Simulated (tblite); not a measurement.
# Molecular dynamics of CH$_{7}$Ge$_{2}$NO

- system: CH$_{7}$Ge$_{2}$NO
- method: GFN2-xTB Langevin dynamics, gas phase (tblite 0.8.0)

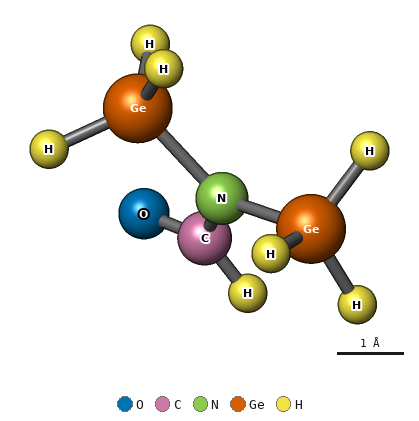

Figure 1. The input geometry (ball-and-stick view, seen at a tilt). Sticks mark near contacts. Bond lengths as drawn: C–H 1.10 Å, C–N 1.33 Å, C–O 1.22 Å, Ge–H 1.49 to 1.51 Å and Ge–N 1.83 to 1.88 Å.

**Input file**
```
{"job": {"dt": 1.5, "steps": 8000, "equilibration": 400, "friction": 0.005, "h_mass": 4.0, "temperature": 300, "xc": "GFN2-xTB", "basis": "xTB", "kind": "md"}, "charge": 0, "multiplicity": 1}
O      1.529222     1.767169    -0.299557
C      0.355057     1.496958    -0.140439
N     -0.042722     0.230733    -0.017011
Ge    -1.776988    -0.304486     0.226776
Ge     1.512496    -0.825415    -0.144721
H     -0.430216     2.269441    -0.090898
H     -2.596643     0.945430     0.252754
H     -1.852226    -1.052092     1.520277
H     -2.148043    -1.196531    -0.915393
H      2.102685    -0.632656    -1.496746
H      0.945498    -2.213957     0.005488
H      2.406673    -0.487336     0.995363
```

The first line tells a small driver script what to run in tblite; the rest is the geometry in Å.

Hardware: 1 CPU thread, shared host.

Command:
```bash
OMP_NUM_THREADS=1 python <driver script> task.json out
```

**Log**
```
t/fs     T/K   E - E0/eV
     0.0    367.1    -0.0000
   525.0    367.5     0.4555
  1050.0    391.3     0.3764
  1575.0    256.9     0.3969
  2100.0    265.2     0.3209
  2625.0    285.3     0.3452
  3150.0    406.7     0.4542
  3675.0    322.0     0.3398
  4200.0    338.0     0.3755
  4725.0    304.2     0.2973
  5250.0    242.8     0.5135
  5775.0    235.4     0.4436
  6300.0    272.2     0.3018
  6825.0    344.1     0.6226
  7350.0    367.5     0.3380
  7875.0    358.7     0.5911
  8400.0    295.6     0.2909
  8925.0    271.7     0.7053
  9450.0    332.2     0.3962
  9975.0    386.1     0.3769
 10500.0    229.1     0.4745
 11025.0    330.8     0.3810
 11550.0    279.4     0.3703
 12075.0    273.8     0.2901
 12600.0    244.9     0.3332
```

**Trajectory as extended XYZ (Å, eV, eV/Å), 9 of the 25 frames kept, from step=0 to step=8400**
```
12
Properties=species:S:1:pos:R:3:forces:R:3 step=0 time_fs=0.0 energy=-450.71926 temperature=367.1
O     1.5292    1.7672   -0.2996   -0.0010  -0.0010   0.0010
C     0.3551    1.4970   -0.1404   -0.0010   0.0000  -0.0010
N    -0.0427    0.2307   -0.0170   -0.0020   0.0000   0.0020
Ge   -1.7770   -0.3045    0.2268    0.0000   0.0020  -0.0030
Ge    1.5125   -0.8254   -0.1447    0.0010   0.0000   0.0000
H    -0.4302    2.2694   -0.0909    0.0000   0.0010   0.0010
H    -2.5966    0.9454    0.2528    0.0010   0.0000  -0.0010
H    -1.8522   -1.0521    1.5203    0.0010  -0.0010   0.0010
H    -2.1480   -1.1965   -0.9154   -0.0010   0.0000   0.0010
H     2.1027   -0.6327   -1.4967    0.0000  -0.0010  -0.0010
H     0.9455   -2.2140    0.0055    0.0010   0.0000   0.0000
H     2.4067   -0.4873    0.9954    0.0000   0.0000   0.0010
12
Properties=species:S:1:pos:R:3:forces:R:3 step=1050 time_fs=1575.0 energy=-450.32240 temperature=256.9
O     0.4322    2.1515   -1.9609   -0.3620   0.3020   0.5310
C    -0.4094    1.5031   -1.3532    0.0990  -0.3380  -0.6700
N    -0.2099    0.1828   -1.1911    0.3770   1.5370  -0.1600
Ge   -1.1798   -0.5917    0.0962    0.4900  -1.5270   0.4940
Ge    1.5892   -0.0718   -1.9058   -1.5280  -0.8780  -1.6580
H    -1.3977    1.9316   -0.9964    0.8430  -0.2430  -0.3070
H    -2.4437    0.1121    0.3573   -0.2940   0.2160  -0.0820
H    -0.2482   -0.5354    1.2793   -0.2360  -0.0970   0.1450
H    -1.3077   -2.0373   -0.3686   -0.1460   0.3650   0.2310
H     1.4469    0.2663   -3.4162    0.2490  -0.0920   0.8000
H     1.6154   -1.6011   -1.8761    0.0430   0.1440   0.1520
H     2.7090    0.4143   -1.1364    0.4640   0.6120   0.5250
12
Properties=species:S:1:pos:R:3:forces:R:3 step=2100 time_fs=3150.0 energy=-450.26506 temperature=406.7
O     0.0549    0.9733   -1.4864    0.3840   0.7840  -0.3750
C    -0.1517   -0.0824   -0.9444   -1.3000   0.6540   1.8680
N     0.2743   -1.2179   -1.3968    1.0590  -1.6130  -0.3190
Ge   -0.2339   -2.8650   -0.6588    1.5160   0.8020   0.7390
Ge    1.6870   -0.7112   -2.5916   -1.0350   0.1760  -0.1670
H    -0.7013   -0.1440    0.0472   -0.0950   0.1570  -0.6110
H    -0.0510   -3.7079   -1.8450   -0.1980  -0.4490  -0.1150
H    -1.4736   -2.6262    0.0806   -0.7230  -0.0050  -0.1300
H     0.7595   -3.1716    0.5239   -0.2900  -0.0360  -0.7650
H     0.9264   -0.4273   -3.8619    0.3990   0.0580   0.1280
H     2.4546   -1.9543   -2.6022    0.3420  -0.7970  -0.2680
H     2.5575    0.3020   -1.9624   -0.0610   0.2690   0.0150
12
Properties=species:S:1:pos:R:3:forces:R:3 step=3150 time_fs=4725.0 energy=-450.42191 temperature=304.2
O     3.1670   -1.1651   -2.3961   -0.7100  -0.8660   0.5520
C     2.2314   -1.8342   -1.9700   -0.8320   0.3250  -0.3160
N     2.1128   -2.1686   -0.6722    0.0370   0.0520  -1.3510
Ge    0.6369   -3.0069   -0.0054   -0.2050  -0.4290  -0.5290
Ge    3.6454   -1.4944    0.0611    1.5710  -1.2540   1.6460
H     1.3306   -2.1426   -2.6021    0.9520   0.2700   0.2480
H    -0.1554   -3.4184   -1.2498    0.1480   0.2360   0.4040
H    -0.0749   -2.0678    0.8955   -0.1000   0.0990   0.0860
H     1.0922   -4.2377    0.6917    0.0660  -0.0640   0.1700
H     4.9876   -2.2039   -0.3684   -0.8950   0.4990  -0.1030
H     3.5116   -2.0717    1.5602   -0.0570   0.4960  -0.7640
H     3.5969   -0.0411    0.0559    0.0240   0.6370  -0.0430
12
Properties=species:S:1:pos:R:3:forces:R:3 step=4200 time_fs=6300.0 energy=-450.41747 temperature=272.2
O     2.8716   -0.6418   -3.2144    1.0050   0.4610  -0.8520
C     1.7626   -0.9624   -2.8884   -1.1740   0.2240   0.6330
N     1.6186   -1.8283   -1.8916    0.2680  -0.9200   0.8880
Ge    0.0879   -2.1555   -0.9129   -0.0100   0.1250  -0.3120
Ge    3.4196   -2.3611   -1.3205    0.1770   0.7480  -1.0800
H     0.8152   -0.5098   -3.3115    0.6420  -0.3770   0.1540
H    -0.4128   -3.5720   -0.9340    0.0450   0.0680  -0.4210
H    -0.7793   -1.0614   -1.4105   -0.4140  -0.0890  -0.2180
H     0.2338   -1.8996    0.5282    0.4290   0.1940   0.4860
H     4.2877   -2.8859   -2.4931   -0.5620   0.1660   0.5140
H     3.1235   -3.4341   -0.3475   -0.1270  -0.2940   0.3190
H     4.0997   -1.1583   -0.6805   -0.2800  -0.3070  -0.1130
12
Properties=species:S:1:pos:R:3:forces:R:3 step=5250 time_fs=7875.0 energy=-450.12816 temperature=358.7
O     2.7309   -1.0236   -1.2919   -1.7410  -0.4070   0.4400
C     1.5126   -1.1787   -1.0867    2.1500  -0.0180   0.8050
N     1.0558   -2.0601   -0.1899   -0.2910  -0.1700  -0.4410
Ge   -0.7923   -2.3875    0.2058    0.6550   1.0250   0.7790
Ge    2.6103   -2.9504    0.3676    0.3030   0.6260   0.3260
H     0.8243   -0.5087   -1.5153   -1.1980   0.7250  -0.8330
H    -1.0369   -3.9125    0.2200    0.0780   0.5560  -0.0450
H    -1.5867   -1.5381   -0.8544    0.3450  -0.5070   0.5070
H    -0.9316   -1.6943    1.7424   -0.0340  -0.7290  -1.3690
H     3.4731   -3.2781   -0.7418    0.3710  -0.3480  -0.5860
H     2.1224   -4.1364    1.0157   -0.6410  -1.1300   0.5000
H     3.3115   -2.2244    1.4563    0.0030   0.3770  -0.0820
12
Properties=species:S:1:pos:R:3:forces:R:3 step=6300 time_fs=9450.0 energy=-450.32310 temperature=332.2
O     4.3258   -4.8832   -1.6845   -2.4560   1.1980   0.5520
C     3.2190   -4.2861   -1.5822    2.6780  -0.7210   0.2640
N     2.7205   -3.9756   -0.3710    0.1510  -0.5320  -0.6700
Ge    0.9368   -3.5459   -0.2028    0.1560  -0.4370   1.2350
Ge    4.0396   -4.6232    0.9011    0.3230   0.6860  -0.9000
H     2.7503   -3.8858   -2.4917   -0.3400  -0.1790   0.1980
H     0.0768   -4.6456    0.3678    0.2190  -0.2380  -0.3440
H     0.3815   -2.9837   -1.4050   -0.1790   0.2390  -0.9710
H     0.8452   -2.5744    0.8927    0.1780   0.5640   0.3280
H     3.9380   -6.0826    0.9332    0.2110  -0.4850  -0.2450
H     3.5950   -4.1789    2.2197   -0.5560   0.3820   0.6850
H     5.3243   -3.8352    0.6651   -0.3840  -0.4750  -0.1340
12
Properties=species:S:1:pos:R:3:forces:R:3 step=7350 time_fs=11025.0 energy=-450.33827 temperature=330.8
O     5.7120   -3.8437   -0.0984   -0.2610   0.0710  -0.1700
C     4.6452   -4.3285    0.2022   -0.2340  -0.5050   0.0140
N     3.4600   -3.7745   -0.0380    0.2900   1.1630  -0.7680
Ge    1.8627   -4.5414    0.4082    0.1310  -0.6750   0.4500
Ge    3.7903   -2.1351   -0.9946   -0.2910   0.1980   2.4790
H     4.5114   -5.3094    0.6649    0.4960  -0.4380   0.3750
H     0.9190   -4.3772   -0.7510    0.0920   0.0470   0.1750
H     1.3131   -4.0631    1.7571    0.1260   0.0970  -0.4850
H     2.3229   -5.9875    0.6267   -0.3180   0.2870  -0.1250
H     4.8812   -1.3848   -0.3351    0.2480  -0.0110  -0.0310
H     2.5796   -1.4240   -0.4774   -0.3520   0.1230  -0.4600
H     3.9550   -2.3239   -2.3858    0.0720  -0.3560  -1.4560
12
Properties=species:S:1:pos:R:3:forces:R:3 step=8400 time_fs=12600.0 energy=-450.38602 temperature=244.9
O     4.6887   -3.4410   -1.3516    0.7070   0.3970   0.4750
C     3.6269   -3.9447   -1.0892   -0.8130  -0.5300  -1.0380
N     2.4807   -3.2630   -1.2804   -0.8060  -0.9210   1.1990
Ge    0.8031   -4.1562   -1.0916    0.5470   1.2720   0.6300
Ge    2.8696   -1.4471   -1.4221    0.3770  -0.1560  -0.2830
H     3.5421   -5.0423   -0.8715   -0.1370   0.4430   0.1080
H     0.4745   -4.8236   -2.3365   -0.0950  -0.3910  -0.7090
H    -0.2407   -3.0847   -0.7937    0.3520  -0.2520  -0.0690
H     0.9257   -5.0946    0.0492    0.0410  -0.1810   0.1340
H     3.8520   -0.9384   -0.4122   -0.2480  -0.1760   0.1450
H     1.5219   -0.7932   -1.3789    0.0530  -0.0050  -0.0430
H     3.5527   -1.5482   -2.7165    0.0220   0.5000  -0.5480
```

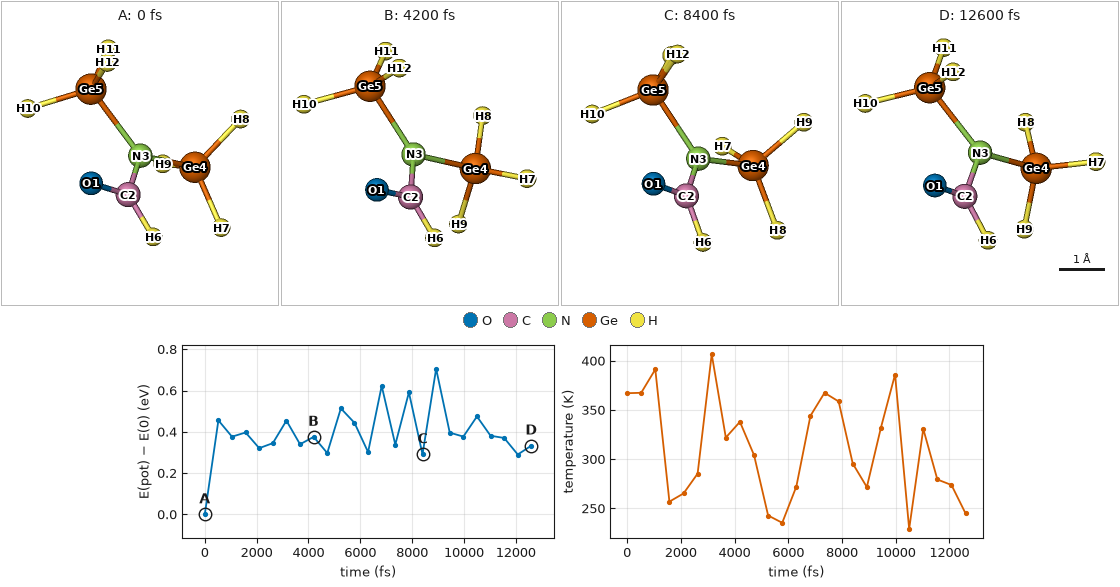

Figure 2. Frames of the molecular dynamics (ball-and-stick, seen at a tilt) above the curves, on which the letters mark them. The trajectory kept here has 25 frames over 12600 fs. The temperature starts at 367 K, ranges from 229 to 407 K and averages 307 K over the second half. The potential energy ends 0.333 eV above its first value. After an unweighted best fit of the last frame on the first, the root-mean-square displacement is 0.81 Å, and H9 has moved furthest (1.52 Å).

**Summary**

| quantity | value |
| --- | --- |
| outcome | finished |
| mean temperature over the second half | 307 K |
| trajectory | 25 frames kept, 12600 fs |
| wall time | 64 s |
| peak memory | 0.66 GiB |
